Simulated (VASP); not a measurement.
Band structure of GaP (zinc blende). Level of theory: LDA (Ceperley-Alder, Perdew-Zunger), VASP's LDA PAW potentials (set 64) (plane waves; VASP 6.6.1).

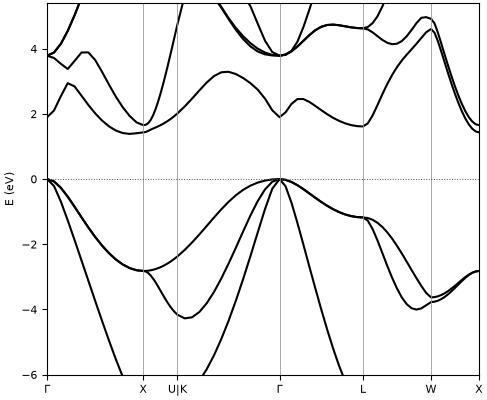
Figure: Bands along high-symmetry lines, zero at the valence-band maximum or, without a gap, the Fermi level

### Question
Read the plot: is there a gap, and where are the band edges?

### Answer
The gap is indirect, 1.39 eV, from the valence maximum at Γ to the conduction minimum at Γ-X at 0.86. (Edges off the drawn lines would not show.)

Measured: gap 2.43 eV (computed value off by -1.04 eV), as given by Wei Chen et al., Physical Review Materials (2018), doi:10.1103/physrevmaterials.2.073803 [zero-point renormalisation of 0.08 eV added back (the table's ZPR column)].

The compound is GaP in the zinc blende structure. It was relaxed first.
